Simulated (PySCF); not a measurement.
**C2H8Cl2PSi2 (doublet): density, localisation and related maps**

| atom | x (Å) | y (Å) | z (Å) |
| --- | --- | --- | --- |
| Si | 2.7294 | -0.2316 | 0.3101 |
| P | 1.3410 | -0.5441 | -1.4153 |
| Si | -0.4937 | 0.5245 | -0.7013 |
| Cl | -1.6858 | 0.9341 | -2.2736 |
| C | -1.4366 | -0.7108 | 0.4703 |
| C | -2.6331 | -0.1071 | 1.0431 |
| Cl | -2.4512 | 1.0054 | 2.3206 |
| H | 2.6743 | 1.1249 | 0.8623 |
| H | 2.3432 | -1.1965 | 1.3384 |
| H | 4.0745 | -0.5059 | -0.1921 |
| H | 1.8033 | 0.5174 | -2.1681 |
| H | -0.2848 | 1.7867 | 0.0141 |
| H | -1.7121 | -1.5888 | -0.1146 |
| H | -0.7431 | -1.0208 | 1.2520 |
| H | -3.5297 | 0.0204 | 0.4623 |

Geometry: GFN2-xTB.

The calculation used PySCF 2.14.0, density-fitted response routines, UKS B3LYP, pcH-1 on C Cl H P Si, non-relativistic, mean-field spin-orbit, GIAO.

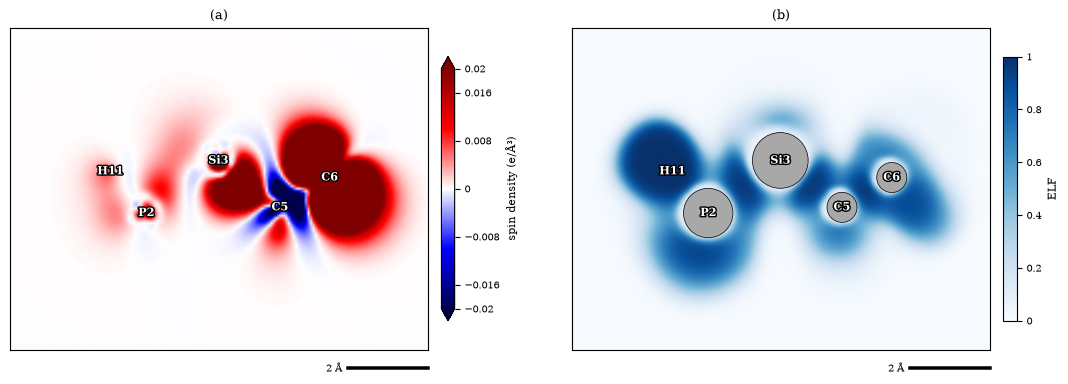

Figure 1. (a) spin density (α minus β); (b) ELF on the plane of atoms P2, Si3 and C5. Grey discs cover the atomic cores in the ELF map.

Q: Describe what can be read from this map.

A: The plane passes through P, Si, C and H nuclei.
C–C (1.46 Å): the ELF peaks at about 0.95 between the atoms; localised, covalent bonding.
C–Si (1.95 Å): the ELF peaks at about 0.95 between the atoms, as expected for a shared electron pair.
Si–P (2.24 Å): the ELF peaks at about 0.95 between the atoms, as expected for a shared electron pair.
P–H (1.38 Å): the ELF climbs to about 1 towards the hydrogen, as it does in any bond to H.
The ELF also peaks beside P2, away from the bonds: non-bonding electrons, paired or unpaired.
The unpaired spin (1 electron) lies mostly on C6 (about 0.6) and Cl7 (about 0.1), in electrons by Hirshfeld's partition.

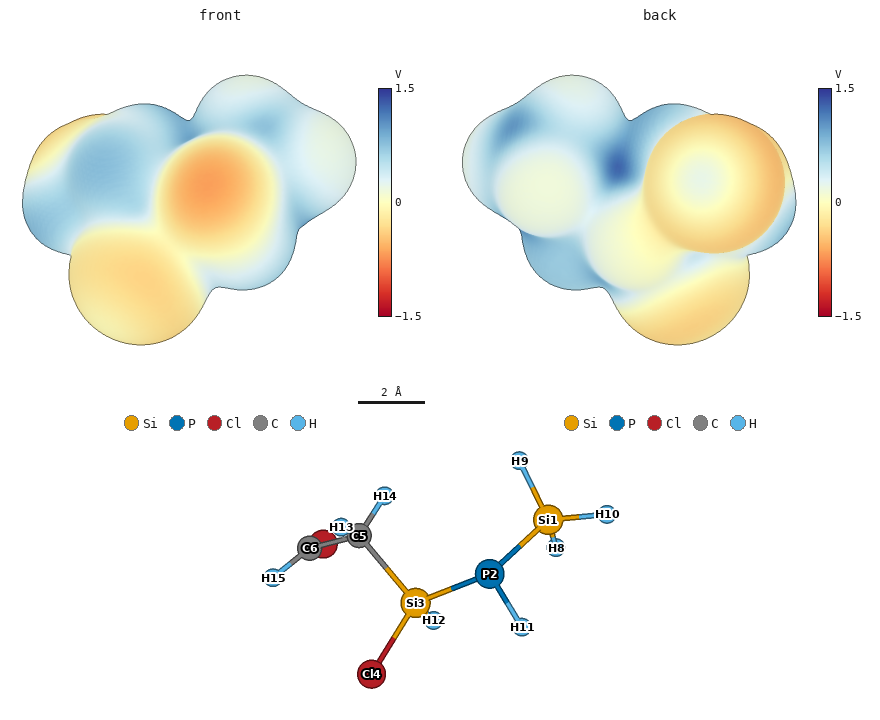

Figure 2. The electrostatic potential painted on the density surface at 0.001 e/bohr³, seen from the front and from behind; red is negative and blue positive. The bare structure is drawn below in the same view.

Q: Where is the surface potential most negative and most positive?

A: The most negative region (about −0.6 V) lies over P2, the most positive (about +1.1 V) over Si1 and Si3. Cl7 shows a σ-hole: about +0.2 V at the tip opposite its bond, against about −0.3 V on its flanks.
